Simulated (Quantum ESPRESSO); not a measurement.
## MnHg: magnetocrystalline anisotropy

Aim: the energy of MnHg with its moments along several crystal axes.

Main program and level: Quantum ESPRESSO 7.5; PBE; plane waves with PseudoDojo 0.4.1 SR PBE standard potentials, then spin–orbit coupling on the fully relativistic files of the same set.

### 1. Starting point

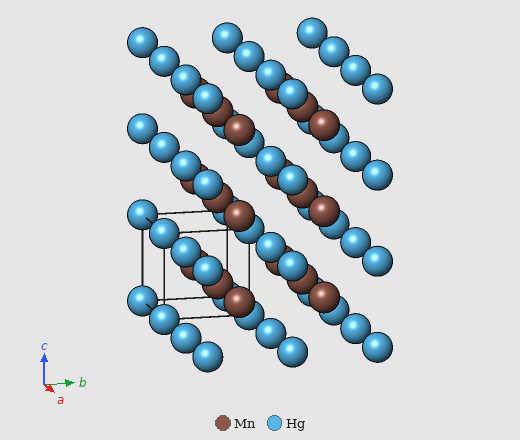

Start, viewed slightly off an axis; manganese brown, mercury blue. 3×2×3 cells are drawn. Some periodic images of atoms are drawn too.

The cell comes from the Crystallography Open Database.

### 2. Collinear run on scalar-relativistic files

The input, pw.in:

```
&CONTROL
  calculation = 'scf'
  prefix = 'pwscf'
  outdir = './tmp'
  pseudo_dir = './pseudo'
  disk_io = 'low'
/
&SYSTEM
  ibrav = 0
  celldm(1) = 8
  nat = 2
  ntyp = 2
  ecutwfc = 72
  nbnd = 26
  occupations = 'smearing'
  smearing = 'fd'
  degauss = 0.00367493
  nspin = 2
  starting_magnetization(1) = 0.2333
  starting_magnetization(2) = 0
/
&ELECTRONS
  conv_thr = 4d-11
  electron_maxstep = 150
  mixing_beta = 0.3
/
ATOMIC_SPECIES
Mn     54.9380 Mn.upf
Hg    200.5920 Hg.upf
CELL_PARAMETERS alat
   0.7766774372212    0.0000000000000    0.0000000000000
   0.0000000000000    0.7766774372212    0.0000000000000
   0.0000000000000    0.0000000000000    0.7825828313606
ATOMIC_POSITIONS crystal
Mn      0.5000000000    0.5000000000    0.5000000000
Hg      0.0000000000    0.0000000000    0.0000000000
K_POINTS automatic
8 8 8 0 0 0
```

Run with:

```
$ OMP_NUM_THREADS=1 mpirun -n 4 pw.x -nk 4 -in pw.in > pw.out
```

Numbers of over 12 decimals in the logs are rounded to 6 here.

Log:

```text
Program PWSCF v.7.5 starts

     Message from routine setup:
     using ibrav=0 with symmetry is DISCOURAGED, use correct ibrav instead

     K-points division:     npool     =       4
     Subspace diagonalization in iterative solution of the eigenvalue problem:

     G-vector sticks info
     --------------------
     sticks:   dense  smooth     PW     G-vecs:    dense   smooth      PW
     Sum         885     885    277                19957    19957    3359

     Using Slab Decomposition

     bravais-lattice index     =            0
     lattice parameter (alat)  =       8.0000  a.u.
     unit-cell volume          =     241.7028 (a.u.)^3
     number of atoms/cell      =            2
     number of atomic types    =            2
     number of electrons       =        35.00
     number of Kohn-Sham states=           26
     kinetic-energy cutoff     =      72.0000  Ry
     charge density cutoff     =     288.0000  Ry
     scf convergence threshold =      4.0E-11
     mixing beta               =       0.3000
     number of iterations used =            8  plain     mixing
     Exchange-correlation= PBE
                           (   1   4   3   4   0   0   0)

     celldm(1)=   8.000000  celldm(2)=   0.000000  celldm(3)=   0.000000
     celldm(4)=   0.000000  celldm(5)=   0.000000  celldm(6)=   0.000000

     crystal axes: (cart. coord. in units of alat)
               a(1) = (   0.776677   0.000000   0.000000 )
               a(2) = (   0.000000   0.776677   0.000000 )
               a(3) = (   0.000000   0.000000   0.782583 )

     reciprocal axes: (cart. coord. in units 2 pi/alat)
               b(1) = (  1.287536  0.000000  0.000000 )
               b(2) = (  0.000000  1.287536  0.000000 )
               b(3) = (  0.000000  0.000000  1.277820 )

     PseudoPot. # 1 for Mn read from file:
     Mn.upf
     Pseudo is Norm-conserving + core correction, Zval = 15.0
     Generated using ONCVPSP code by D. R. Hamann
     Using radial grid of 1464 points,  6 beta functions with:
                l(1) =   0
                l(2) =   0
                l(3) =   1
                l(4) =   1
                l(5) =   2
                l(6) =   2

     PseudoPot. # 2 for Hg read from file:
     Hg.upf
     Pseudo is Norm-conserving + core correction, Zval = 20.0
     Generated using ONCVPSP code by D. R. Hamann
     Using radial grid of 1262 points,  7 beta functions with:
                l(1) =   0
                l(2) =   0
                l(3) =   1
                l(4) =   1
                l(5) =   2
                l(6) =   2
                l(7) =   3

     atomic species   valence    mass     pseudopotential
     Mn               15.00    54.93800     Mn( 1.00)
     Hg               20.00   200.59200     Hg( 1.00)

     Starting magnetic structure
     atomic species   magnetization
     Mn              0.233
     Hg              0.000

     16 Sym. Ops., with inversion, found

   Cartesian axes

     site n.     atom                  positions (alat units)
         1        Mn     tau(   1) = (   0.3883387   0.3883387   0.3912914  )
         2        Hg     tau(   2) = (   0.0000000   0.0000000   0.0000000  )

     number of k points=    75  Fermi-Dirac smearing, width (Ry)=  0.0037
                       cart. coord. in units 2pi/alat
        k(    1) = (   0.0000000   0.0000000   0.0000000), wk =   0.0019531
        k(    2) = (   0.0000000   0.0000000   0.1597275), wk =   0.0039062
        k(    3) = (   0.0000000   0.0000000   0.3194550), wk =   0.0039062
        k(    4) = (   0.0000000   0.0000000   0.4791825), wk =   0.0039062
        k(    5) = (   0.0000000   0.0000000  -0.6389100), wk =   0.0019531
        [... 70 further k-points ...]

     Dense  grid:    19957 G-vectors     FFT dimensions: (  36,  36,  36)

     Generating pointlists ...
     new r_m :   0.2782 (alat units)  2.2253 (a.u.) for type    1
     new r_m :   0.2782 (alat units)  2.2253 (a.u.) for type    2

     Initial potential from superposition of free atoms

     starting charge      34.9994, renormalised to      35.0000
     Starting wfcs are   20 randomized atomic wfcs +    6 random wfcs

     Self-consistent Calculation

     iteration #  1     ecut=    72.00 Ry     beta= 0.30
     Davidson diagonalization with overlap
     ethr =  1.00E-02,  avg # of iterations =  4.0

     total energy              =    -550.85330385 Ry
     estimated scf accuracy    <       0.48776284 Ry

     total magnetization       =     3.31 Bohr mag/cell
     absolute magnetization    =     3.44 Bohr mag/cell

     iteration #  2     ecut=    72.00 Ry     beta= 0.30
     Davidson diagonalization with overlap
     ethr =  1.39E-03,  avg # of iterations =  1.9

     total energy              =    -550.97543256 Ry
     estimated scf accuracy    <       0.23880415 Ry

     total magnetization       =     3.67 Bohr mag/cell
     absolute magnetization    =     3.83 Bohr mag/cell

     iteration #  3     ecut=    72.00 Ry     beta= 0.30
     Davidson diagonalization with overlap
     ethr =  6.82E-04,  avg # of iterations =  1.4

     total energy              =    -551.00954287 Ry
     estimated scf accuracy    <       0.01260844 Ry

     total magnetization       =     3.70 Bohr mag/cell
     absolute magnetization    =     3.87 Bohr mag/cell

     [... further iterations left out ...]

     iteration # 12     ecut=    72.00 Ry     beta= 0.30
     Davidson diagonalization with overlap
     ethr =  1.78E-10,  avg # of iterations =  1.9

     total energy              =    -551.01728386 Ry
     estimated scf accuracy    <       0.00000003 Ry

     total magnetization       =     3.92 Bohr mag/cell
     absolute magnetization    =     4.19 Bohr mag/cell

     iteration # 13     ecut=    72.00 Ry     beta= 0.30
     Davidson diagonalization with overlap
     ethr =  8.38E-11,  avg # of iterations =  2.0

     total energy              =    -551.01728387 Ry
     estimated scf accuracy    <          4.3E-10 Ry

     total magnetization       =     3.92 Bohr mag/cell
     absolute magnetization    =     4.19 Bohr mag/cell

     iteration # 14     ecut=    72.00 Ry     beta= 0.30
     Davidson diagonalization with overlap
     ethr =  1.24E-12,  avg # of iterations =  2.2

     total energy              =    -551.01728387 Ry
     estimated scf accuracy    <          1.2E-10 Ry

     total magnetization       =     3.92 Bohr mag/cell
     absolute magnetization    =     4.19 Bohr mag/cell

     iteration # 15     ecut=    72.00 Ry     beta= 0.30
     Davidson diagonalization with overlap
     ethr =  3.44E-13,  avg # of iterations =  2.0

     Magnetic moment per site  (integrated on atomic sphere of radius R)
     atom   1 (R=0.278)  charge= 13.7032  magn=  3.9031
     atom   2 (R=0.278)  charge= 18.1406  magn= -0.0279

     End of self-consistent calculation

     Number of k-points >= 100: set verbosity='high' to print the bands.

     the Fermi energy is    16.6260 ev

!    total energy              =    -551.01728387 Ry
     estimated scf accuracy    <          1.4E-11 Ry
     smearing contrib. (-TS)   =      -0.00087776 Ry
     internal energy E=F+TS    =    -551.01640611 Ry

     The total energy is F=E-TS. E is the sum of the following terms:
     one-electron contribution =    -224.25092637 Ry
     hartree contribution      =     127.09417370 Ry
     xc contribution           =     -91.93594153 Ry
     ewald contribution        =    -361.92371191 Ry

     total magnetization       =     3.92 Bohr mag/cell
     absolute magnetization    =     4.19 Bohr mag/cell

     convergence has been achieved in  15 iterations

=------------------------------------------------------------------------------=
   JOB DONE.
=------------------------------------------------------------------------------=
```

Elapsed: 50 s, on 4 MPI ranks of Arm Neoverse V1, shared host; peak memory 0.39 GiB; 3.3 min of CPU time.

Spin moment in the atom's sphere by atom:

| atom | spin moment in the atom's sphere (μB) |
| --- | --- |
| Mn1 | 3.90 |
| Hg2 | -0.03 |

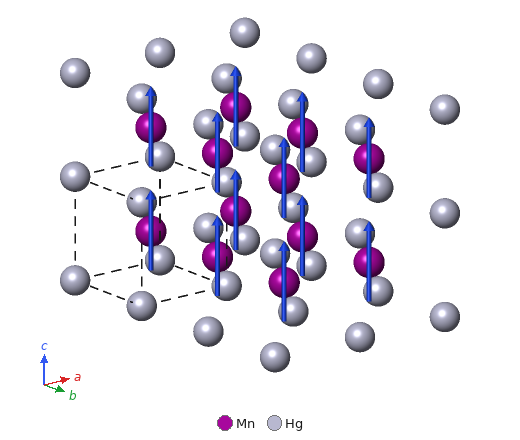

Spin moment in the atom's sphere as arrows, the longest 3.90 μB. Up and down stand for the sign. Arrows give size and sign along the axis of quantisation, drawn up and down the page. 2×3×2 cells are drawn. Some periodic images of atoms are drawn too.

This step gave:

* smearing term TS: 0.01194 eV
* magnetization: 3.921 μB
* absolute magnetization: 4.19 μB
* final state: ferromagnetic

### 3. One pass along [001] on 5×5×5

Each pass runs in a folder of its own that holds a copy of a collinear save from that input. The collinear spin density is turned to the axis, and its potential is diagonalised once with spin–orbit coupling on fully relativistic PseudoDojo files; the sums over occupied states, with the smearing term, are then compared.

The input, pass.in:

```
&CONTROL
  calculation = 'nscf'
  prefix = 'pwscf'
  outdir = './tmp'
  pseudo_dir = './pseudo_fr'
  disk_io = 'low'
/
&SYSTEM
  ibrav = 0
  celldm(1) = 8
  nat = 2
  ntyp = 2
  ecutwfc = 72
  nbnd = 50
  occupations = 'smearing'
  smearing = 'fd'
  degauss = 0.00367493
  noncolin = .true.
  lspinorb = .true.
  lforcet = .true.
  starting_magnetization(1) = 0.2333
  angle1(1) = 0
  angle2(1) = 0
  starting_magnetization(2) = 0
  angle1(2) = 0
  angle2(2) = 0
/
&ELECTRONS
  conv_thr = 4d-11
  electron_maxstep = 150
  mixing_beta = 0.3
  startingpot = 'file'
  startingwfc = 'random'
  diago_thr_init = 1d-09
  diago_full_acc = .true.
/
ATOMIC_SPECIES
Mn     54.9380 Mn.upf
Hg    200.5920 Hg.upf
CELL_PARAMETERS alat
   0.7766774372212    0.0000000000000    0.0000000000000
   0.0000000000000    0.7766774372212    0.0000000000000
   0.0000000000000    0.0000000000000    0.7825828313606
ATOMIC_POSITIONS crystal
Mn      0.5000000000    0.5000000000    0.5000000000
Hg      0.0000000000    0.0000000000    0.0000000000
K_POINTS automatic
5 5 5 0 0 0
```

Run with:

```
$ OMP_NUM_THREADS=1 mpirun -n 4 pw.x -nk 4 -in pass.in > pass.out
```

Log:

```text
[banner, memory and clock lines left out]
Program PWSCF v.7.5 starts

     Fixed quantization axis for GGA:     0.000000    0.000000    1.000000
     Message from routine setup:
     using ibrav=0 with symmetry is DISCOURAGED, use correct ibrav instead

     bravais-lattice index     =            0
     lattice parameter (alat)  =       8.0000  a.u.
     unit-cell volume          =     241.7028 (a.u.)^3
     number of atoms/cell      =            2
     number of atomic types    =            2
     number of electrons       =        35.00
     number of Kohn-Sham states=           50
     kinetic-energy cutoff     =      72.0000  Ry
     charge density cutoff     =     288.0000  Ry
     Exchange-correlation= PBE
                           (   1   4   3   4   0   0   0)
     Noncollinear calculation with spin-orbit

     [... lines left out ...]
     PseudoPot. # 1 for Mn read from file:
     Mn.upf
     Pseudo is Norm-conserving + core correction, Zval = 15.0

     PseudoPot. # 2 for Hg read from file:
     Hg.upf
     Pseudo is Norm-conserving + core correction, Zval = 20.0

     atomic species   valence    mass     pseudopotential
     Mn               15.00    54.93800     Mn( 1.00)
     Hg               20.00   200.59200     Hg( 1.00)

     16 Sym. Ops., with inversion, found

   Cartesian axes

     site n.     atom                  positions (alat units)
         1        Mn     tau(   1) = (   0.3883387   0.3883387   0.3912914  )
         2        Hg     tau(   2) = (   0.0000000   0.0000000   0.0000000  )

     number of k points=    18  Fermi-Dirac smearing, width (Ry)=  0.0037

     Dense  grid:    19957 G-vectors     FFT dimensions: (  36,  36,  36)

     Generating pointlists ...
     new r_m :   0.2782 (alat units)  2.2253 (a.u.) for type    1
     new r_m :   0.2782 (alat units)  2.2253 (a.u.) for type    2
     Message from routine read_rhog:
     some spin components not found

 -----------
Spin angles Theta, Phi (degree) =   0.0000  0.0000
 -----------

     The potential is recalculated from file :
     [... lines left out ...]
     Starting wfcs are random

     Band Structure Calculation
     Davidson diagonalization with overlap

     ethr =  1.00E-09,  avg # of iterations = 32.2

     End of band structure calculation

------
 eband, Ef (eV) =   -590.684552        16.690368
------
     [... lines left out ...]
     the Fermi energy is    16.6904 ev
     (compare with:    16.6260 eV, computed in scf)
```

Elapsed: 18 s, on 4 MPI ranks; peak memory 0.34 GiB.

### 4. One pass along [100] on 5×5×5

Changes to pass.in since step 3:

```diff
@@ -21,6 +21,6 @@
   starting_magnetization(1) = 0.2333
-  angle1(1) = 0
+  angle1(1) = 90
   angle2(1) = 0
   starting_magnetization(2) = 0
-  angle1(2) = 0
+  angle1(2) = 90
   angle2(2) = 0
```

Log:

```text
     [... lines left out ...]
Program PWSCF v.7.5 starts
     [... lines left out ...]
     number of atoms/cell      =            2
     [... lines left out ...]
     number of electrons       =        35.00
     number of Kohn-Sham states=           50
     kinetic-energy cutoff     =      72.0000  Ry
     charge density cutoff     =     288.0000  Ry
     [... lines left out ...]
     Noncollinear calculation with spin-orbit
     [... lines left out ...]
      8 Sym. Ops., with inversion, found
     [... lines left out ...]
     number of k points=    27  Fermi-Dirac smearing, width (Ry)=  0.0037
     [... lines left out ...]
Spin angles Theta, Phi (degree) =  90.0000  0.0000
     [... lines left out ...]
 eband, Ef (eV) =   -590.684694        16.690303
     [... lines left out ...]
     the Fermi energy is    16.6903 ev
     (compare with:    16.6260 eV, computed in scf)
```

It took 25 s on 4 MPI ranks; peak memory 0.37 GiB; 99 s of CPU time.

### 5. One pass along [001] on 8×8×8

Changes to pass.in since step 4:

```diff
@@ -21,6 +21,6 @@
   starting_magnetization(1) = 0.2333
-  angle1(1) = 90
+  angle1(1) = 0
   angle2(1) = 0
   starting_magnetization(2) = 0
-  angle1(2) = 90
+  angle1(2) = 0
   angle2(2) = 0
@@ -47,2 +47,2 @@
 K_POINTS automatic
-5 5 5 0 0 0
+8 8 8 0 0 0
```

Log:

```text
     [... lines left out ...]
Program PWSCF v.7.5 starts
     [... lines left out ...]
     number of atoms/cell      =            2
     [... lines left out ...]
     number of electrons       =        35.00
     number of Kohn-Sham states=           50
     kinetic-energy cutoff     =      72.0000  Ry
     charge density cutoff     =     288.0000  Ry
     [... lines left out ...]
     Noncollinear calculation with spin-orbit
     [... lines left out ...]
     16 Sym. Ops., with inversion, found
     [... lines left out ...]
     number of k points=    75  Fermi-Dirac smearing, width (Ry)=  0.0037
     [... lines left out ...]
Spin angles Theta, Phi (degree) =   0.0000  0.0000
     [... lines left out ...]
 eband, Ef (eV) =   -590.696379        16.645316
     [... lines left out ...]
     the Fermi energy is    16.6453 ev
     (compare with:    16.6260 eV, computed in scf)
```

Elapsed: 69 s, on 4 MPI ranks; peak memory 0.55 GiB.

### 6. One pass along [100] on 8×8×8

Changes to pass.in since step 5:

```diff
@@ -21,6 +21,6 @@
   starting_magnetization(1) = 0.2333
-  angle1(1) = 0
+  angle1(1) = 90
   angle2(1) = 0
   starting_magnetization(2) = 0
-  angle1(2) = 0
+  angle1(2) = 90
   angle2(2) = 0
```

Log:

```text
     [... lines left out ...]
Program PWSCF v.7.5 starts
     [... lines left out ...]
     number of atoms/cell      =            2
     [... lines left out ...]
     number of electrons       =        35.00
     number of Kohn-Sham states=           50
     kinetic-energy cutoff     =      72.0000  Ry
     charge density cutoff     =     288.0000  Ry
     [... lines left out ...]
     Noncollinear calculation with spin-orbit
     [... lines left out ...]
      8 Sym. Ops., with inversion, found
     [... lines left out ...]
     number of k points=   125  Fermi-Dirac smearing, width (Ry)=  0.0037
     [... lines left out ...]
Spin angles Theta, Phi (degree) =  90.0000  0.0000
     [... lines left out ...]
```

Wall time 43 s (4 MPI ranks); peak memory 0.46 GiB.

The run ended with an error.

### 7. One pass along [001] on 12×12×12

Changes to pass.in since step 6:

```diff
@@ -21,6 +21,6 @@
   starting_magnetization(1) = 0.2333
-  angle1(1) = 90
+  angle1(1) = 0
   angle2(1) = 0
   starting_magnetization(2) = 0
-  angle1(2) = 90
+  angle1(2) = 0
   angle2(2) = 0
@@ -47,2 +47,2 @@
 K_POINTS automatic
-8 8 8 0 0 0
+12 12 12 0 0 0
```

Log:

```text
     [... lines left out ...]
Program PWSCF v.7.5 starts
     [... lines left out ...]
     number of atoms/cell      =            2
     [... lines left out ...]
     number of electrons       =        35.00
     number of Kohn-Sham states=           50
     kinetic-energy cutoff     =      72.0000  Ry
     charge density cutoff     =     288.0000  Ry
     [... lines left out ...]
     Noncollinear calculation with spin-orbit
     [... lines left out ...]
     16 Sym. Ops., with inversion, found
     [... lines left out ...]
     number of k points=   196  Fermi-Dirac smearing, width (Ry)=  0.0037
     [... lines left out ...]
Spin angles Theta, Phi (degree) =   0.0000  0.0000
     [... lines left out ...]
```

Run time: 2.9 min. Hardware: 4 MPI ranks; peak memory 1 GiB.

The run ended with an error.

### 8. One pass along [100] on 12×12×12

Changes to pass.in since step 7:

```diff
@@ -21,6 +21,6 @@
   starting_magnetization(1) = 0.2333
-  angle1(1) = 0
+  angle1(1) = 90
   angle2(1) = 0
   starting_magnetization(2) = 0
-  angle1(2) = 0
+  angle1(2) = 90
   angle2(2) = 0
```

Log:

```text
     [... lines left out ...]
Program PWSCF v.7.5 starts
     [... lines left out ...]
     number of atoms/cell      =            2
     [... lines left out ...]
     number of electrons       =        35.00
     number of Kohn-Sham states=           50
     kinetic-energy cutoff     =      72.0000  Ry
     charge density cutoff     =     288.0000  Ry
     [... lines left out ...]
     Noncollinear calculation with spin-orbit
     [... lines left out ...]
      8 Sym. Ops., with inversion, found
     [... lines left out ...]
     number of k points=   343  Fermi-Dirac smearing, width (Ry)=  0.0037
     [... lines left out ...]
Spin angles Theta, Phi (degree) =  90.0000  0.0000
     [... lines left out ...]
```

Elapsed: 87 s, on 4 MPI ranks; peak memory 0.65 GiB.

The run ended with an error.

### 9. The axes together

A pass yields neither state nor moment: for the force theorem these columns are the collinear run's. Anisotropy, by row:

| way | mesh | axis | state | energy less the first axis' (meV a primitive cell) | largest spin moment (μB) | CPU time (s) |
| --- | --- | --- | --- | --- | --- | --- |
| force theorem | 5x5x5 | [001] | ferromagnetic | 0 | 3.903 | 71.68 |
| force theorem | 5x5x5 | [100] | ferromagnetic | -0.1463 | 3.903 | 99.15 |

### 10. Outcome

| Property | Result |
| --- | --- |
| state | ferromagnetic |
| largest spin moment | 3.90 μB |
| easy axis of those tried, on this mesh | not resolved |
| energy along [100] less [001] (force theorem) | -0.146 meV a primitive cell, -0.65 MJ/m³ |

Differences this small usually change with the mesh, so the easy axis is taken as not resolved. One mesh cannot show that the size is converged, and with itinerant moments even the sign can change with the mesh. Shape anisotropy is not included. The moments were started parallel in the primitive cell; if the crystal orders otherwise, its anisotropy is another. 3 runs with spin–orbit coupling did not finish. The cutoff lies under the 96 Ry that these files are usually run at.

[Logs and program files are shortened in this print: banners, set-up blocks, solver, clock and traceback lines can be left out without a mark of their own.]

[Logs are printed without paths, hosts, clocks, repeated set-up lines and the standing remarks that a program may print on its own settings, such as how far it seeks lower states.]

[Hosts, paths, dates, database ids (printed as entryN), source tags and the programs' standing remarks are cut or masked in the printed files.]

[Where a cell is said to come from a database of computed structures, the database is the Materials Project.]
